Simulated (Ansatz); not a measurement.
Input file:

```
crystal:
  periodic: [false, false, false]
  atoms:
    - {symbol: C, position_ang: [-3.139203, -0.237294, -1.102639]}
    - {symbol: Si, position_ang: [-2.230661, -0.825682, -2.508449]}
    - {symbol: Si, position_ang: [-3.976158, 0.899408, -2.177469]}
    - {symbol: H, position_ang: [-3.169676, -0.471337, -0.044084]}
basis:
  gaussian:
    orbitals: def2-TZVPD
magnetization:
  spin_polarized: true
  initial_magnetization: 1
hamiltonian:
  xc: pbe0
output: {forces: true, orbitals: {seedname: orbitals}}
```

Run with:

```sh
ansatz run input.yaml --threads 2 --pin off --max-ram 4350MiB --events-out events.jsonl --progress --plain --runs-dir runs
```

Geometry: B3LYP-D4/def2-TZVP.

Method: Ansatz, isolated molecule in a Gaussian basis; Kohn-Sham density functional theory, functional PBE0.

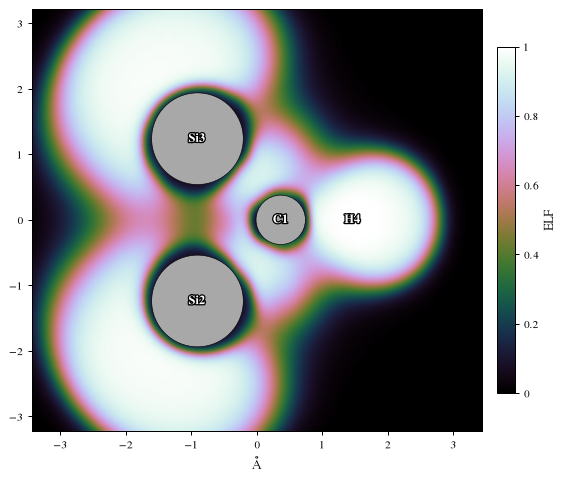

CHSi₂ (SMILES C1=[Si]=[Si]1) (doublet). Electron localisation function on the molecular plane. Grey discs cover the atomic cores.

Read the bonding off the picture.

Answer. Atoms in the plane: C, Si and H. C–Si (1.77 Å): the ELF peaks at about 0.90 between the atoms (localised, covalent bonding). Si–Si (2.48 Å): the ELF is about 0.45 at the midpoint. C–H (1.08 Å): the ELF climbs to about 1 towards the hydrogen, as it does in any bond to H: a covalent bond by its length. The ELF also peaks beside Si2 and Si3, away from the bonds: non-bonding electrons, paired or unpaired.
